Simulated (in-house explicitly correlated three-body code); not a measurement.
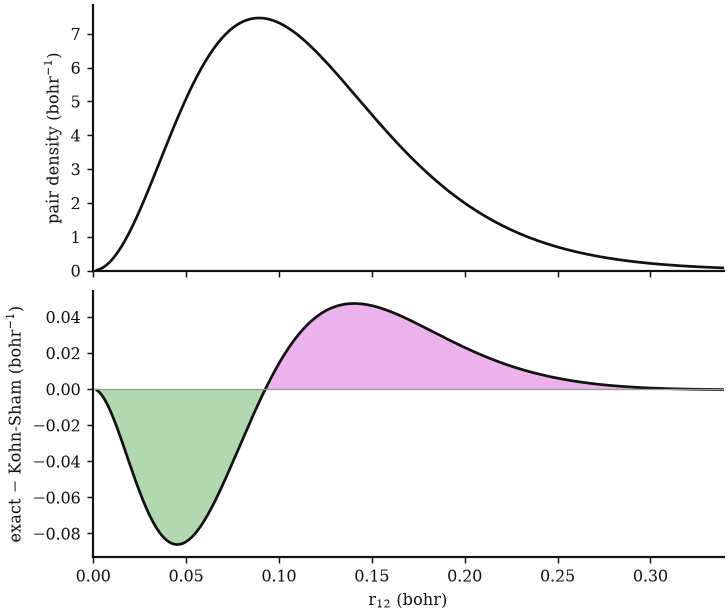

Two electrons around a point charge Z = 19.185. Computed variationally in 260 exponentially correlated functions with an in-house code, non-relativistic, converged to about 10⁻⁸ of the energy. The plot shows the distribution of the distance r₁₂ between the electrons in the ground state (one pair, times 4πr₁₂²) and its difference from that of the Kohn-Sham determinant with the same density, the Coulomb hole.

Question: Describe both curves.

Answer: The pair density peaks near r₁₂ = 0.089 bohr, and ⟨r₁₂⟩ = 0.1169 bohr. Correlation takes weight from short distances: the hole is deepest (−0.086 bohr⁻¹) near 0.045 bohr and first changes sign near 0.092 bohr, moving 0.45 % of the pair outwards. The mean cosine of the angle between the electrons is −0.00694, and the density-functional correlation energy is −46.13 millihartree.
